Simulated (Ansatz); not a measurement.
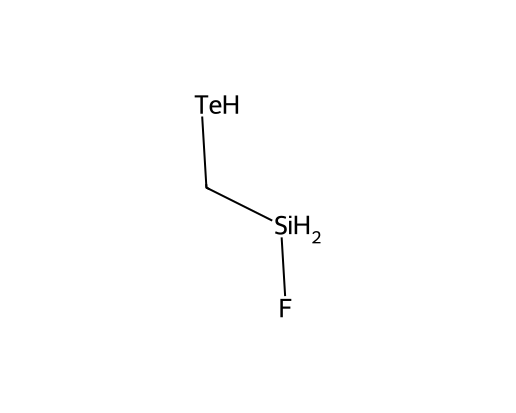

2D structure.

**Transcribe the drawing into SMILES.**

F[SiH2]C[TeH]

**Give the formula, hydrogens included.**

CH5FSiTe.

**An optimisation with PBE0-D4/def2-TZVP gave a structure of which point group?**

C1. Other conformers may differ.

More results for the same structure follow; atom numbers are the same in all pictures, views and colours differ. Computed geometry: PBE0-D4/def2-TZVP optimisation. No frequency run is at hand to confirm it as a minimum.

**Shape**

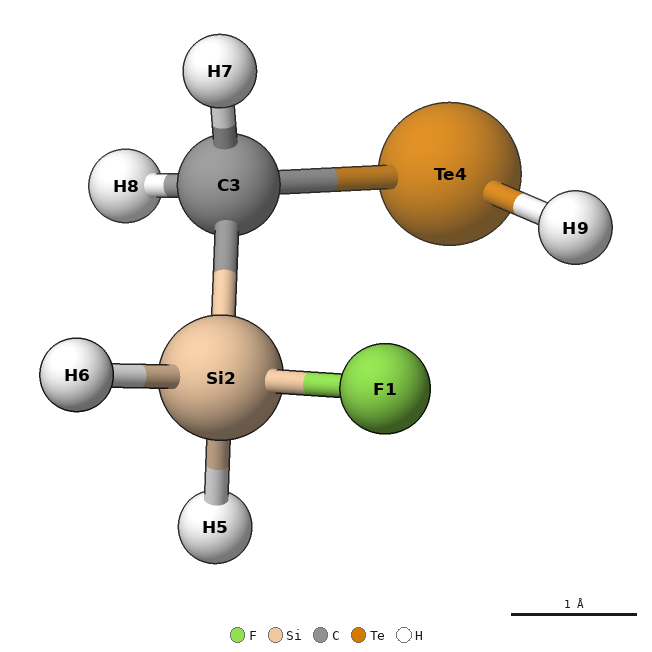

Numbered structure. No frequency run is at hand to confirm it as a minimum.

What are the angles F1–Si2–C3, F1–Si2–H5, F1–Si2–H6, C3–Si2–H5, C3–Si2–H6, Si2–C3–Te4, Si2–C3–H7, Si2–C3–H8, Te4–C3–H7, Te4–C3–H8, C3–Te4–H9?

```csv
angle,degrees
F1–Si2–C3,109.3
F1–Si2–H5,108.3
F1–Si2–H6,106.6
C3–Si2–H5,110.5
C3–Si2–H6,111.1
Si2–C3–Te4,111.9
Si2–C3–H7,113.3
Si2–C3–H8,109.1
Te4–C3–H7,109.2
Te4–C3–H8,104.7
C3–Te4–H9,93.8
```

**Charges**

The questions are on Mulliken charges. No frequency run is at hand to confirm it as a minimum. Properties computed with RKS r2SCAN-D4/def2-TZVPP, core potentials on Te (Ansatz 0.2.0).

**Which atom carries the highest charge (most positive or least negative)?**

Si2 (0.58 e).

**And the lowest?**

C3 (−0.34 e).

List the Mulliken charges.

```csv
atom,value (e)
F1,−0.33
Si2,0.58
C3,−0.34
Te4,0.03
H5,−0.08
H6,−0.09
H7,0.12
H8,0.11
H9,0.00
```

**Levels of theory compared**

No frequency run is at hand to confirm it as a minimum. Program: Ansatz 0.2.0.

At this fixed geometry, give HOMO–LUMO gap (eV) at these levels: B3LYP-D4/def2-TZVPP; PBE-D4/def2-TZVPP; PBE0-D4/def2-TZVPP; r2SCAN-D4/def2-TZVPP; ωB97M-V/def2-TZVPP; ωB97X-V/def2-TZVPP.

```csv
level,HOMO–LUMO gap (eV)
B3LYP-D4/def2-TZVPP,4.95
PBE-D4/def2-TZVPP,3.53
PBE0-D4/def2-TZVPP,5.39
r2SCAN-D4/def2-TZVPP,3.98
ωB97M-V/def2-TZVPP,9.29
ωB97X-V/def2-TZVPP,9.61
```

**Dipole moment**

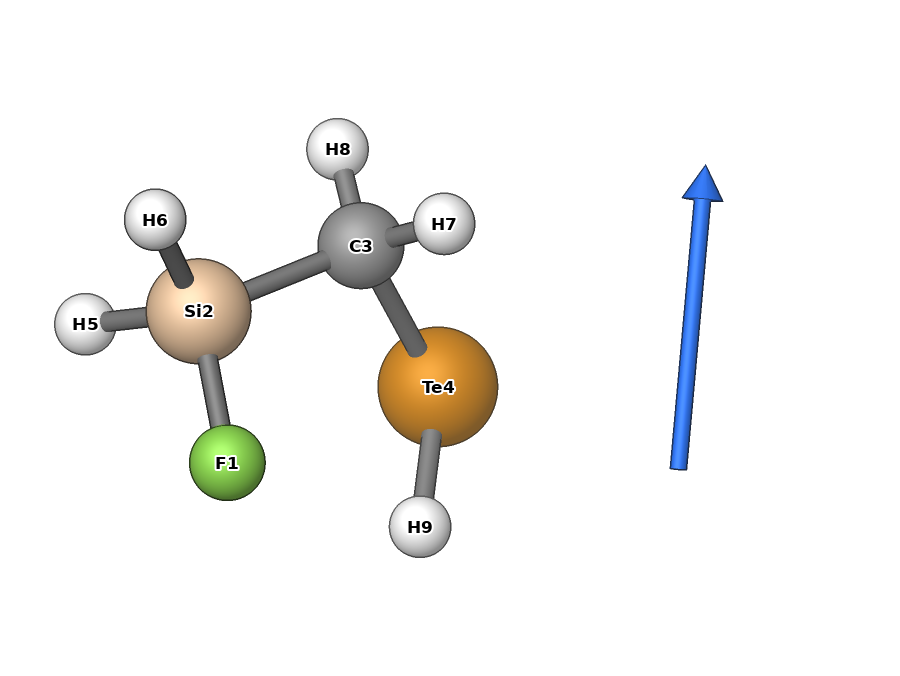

The arrow beside the molecule shows the direction of the dipole moment, from the negative to the positive end (its length means nothing). No frequency run is at hand to confirm it as a minimum. Level of theory: RKS r2SCAN-D4/def2-TZVPP, core potentials on Te (Ansatz 0.2.0).

**How large is the dipole moment?**

1.68 D; it points from the side of H9 to the side of H8 (the outermost atoms at the two ends).

Mulliken values depend strongly on the basis set and can even reverse the polarity of a bond.
